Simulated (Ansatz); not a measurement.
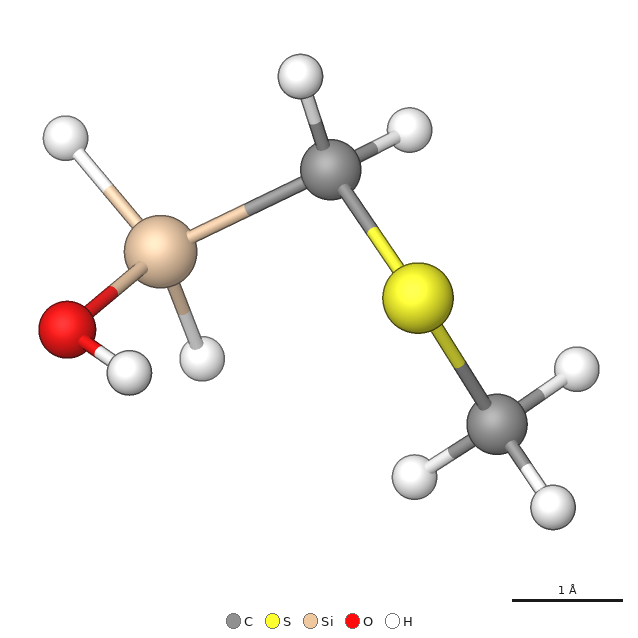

The picture shows a molecular structure as a ball-and-stick model.

The computed structure is the end point of a PBE0-D4/def2-TZVP optimisation.

Question: Which formula does it have?

Answer: C₂H₈OSSi, 13 atoms: 2 carbon, 8 hydrogen, 1 oxygen, 1 sulfur and 1 silicon.

Question: Write the SMILES.

Answer: CSC[SiH2]O

The parts below concern this one geometry. Atoms keep their numbers from picture to picture.

Symmetry

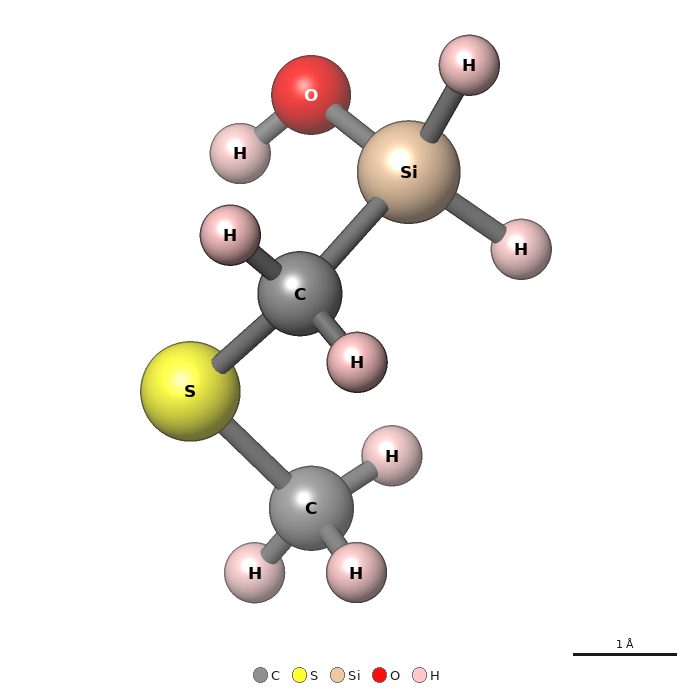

Atoms fade into the background with distance from the viewer. Masses are those of the most abundant isotopes; constants are for the rigid equilibrium geometry.

Question: What kind of rotor is it, and what are its rotational constants in cm⁻¹?

Answer: An asymmetric top (C1): A = 0.174, B = 0.0591, C = 0.0581 cm⁻¹. Ray's parameter κ is −0.98, close to the prolate limit.

Levels of theory compared

Program: Ansatz 0.2.0.

At this fixed geometry, give dipole (D), HOMO–LUMO gap (eV) at these levels: B3LYP-D4/def2-TZVPP; PBE-D4/def2-TZVPP; r2SCAN-D4/def2-TZVPP; ωB97M-V/def2-TZVPP.

| level | dipole (D) | HOMO–LUMO gap (eV) |
| --- | --- | --- |
| B3LYP-D4/def2-TZVPP | 2.06 | 6.32 |
| PBE-D4/def2-TZVPP | 2.03 | 4.69 |
| r2SCAN-D4/def2-TZVPP | 2.05 | 5.26 |
| ωB97M-V/def2-TZVPP | 2.02 | 10.65 |

Vibrations

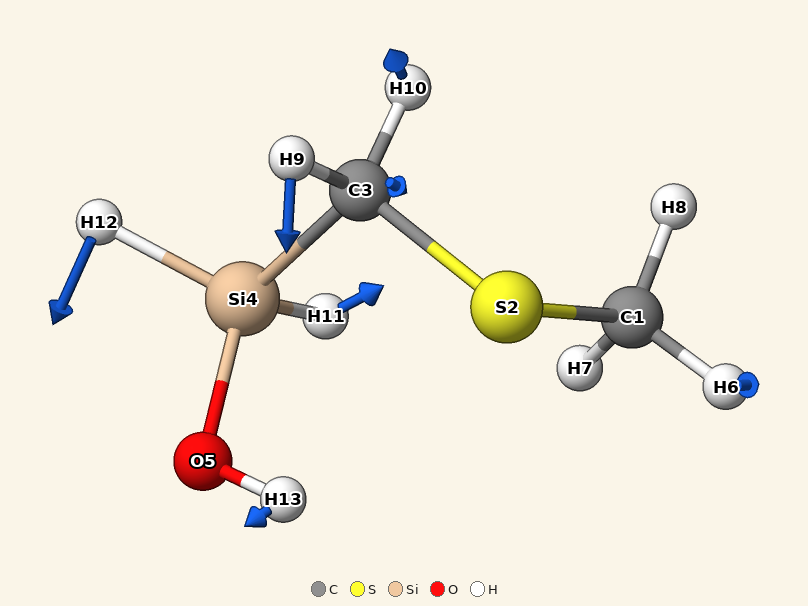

The arrows show one normal mode. Harmonic vibrations computed with RKS PBE0-D4/def2-TZVP (Ansatz 0.2.0) at a stationary point of the same level.

Question: At what wavenumber does it lie?

Answer: 767 cm⁻¹; it is mode 12 of 33 counted from the lowest.

Charges

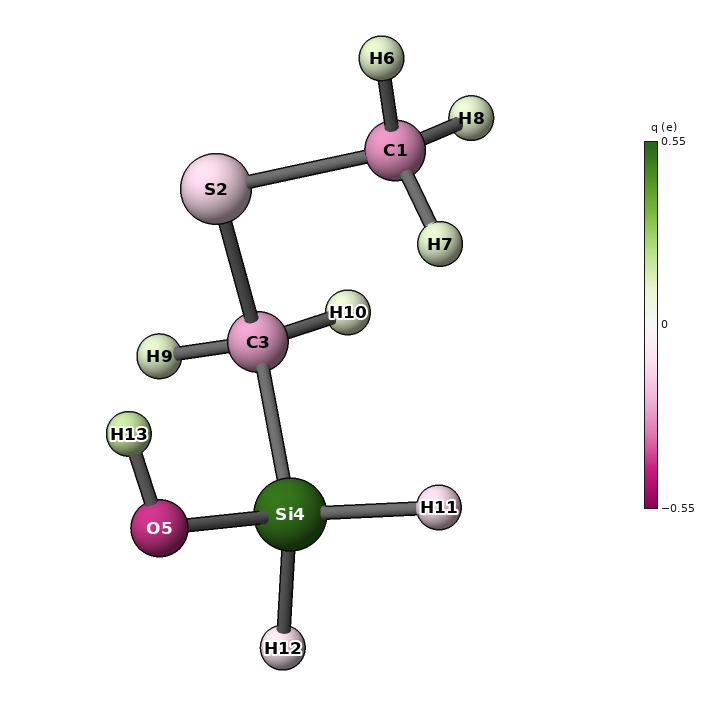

Atoms are coloured by their Mulliken charges. Method: RKS B3LYP-D4/def2-TZVPP (Ansatz 0.2.0).

List the Mulliken charges.

```json
{"atom": "C1", "value (e)": "−0.28"}
{"atom": "S2", "value (e)": "−0.12"}
{"atom": "C3", "value (e)": "−0.25"}
{"atom": "Si4", "value (e)": "0.51"}
{"atom": "O5", "value (e)": "−0.40"}
{"atom": "H6", "value (e)": "0.12"}
{"atom": "H7", "value (e)": "0.11"}
{"atom": "H8", "value (e)": "0.11"}
{"atom": "H9", "value (e)": "0.12"}
{"atom": "H10", "value (e)": "0.10"}
{"atom": "H11", "value (e)": "−0.11"}
{"atom": "H12", "value (e)": "−0.09"}
{"atom": "H13", "value (e)": "0.18"}
```

Mulliken values depend strongly on the basis set and can even reverse the polarity of a bond.
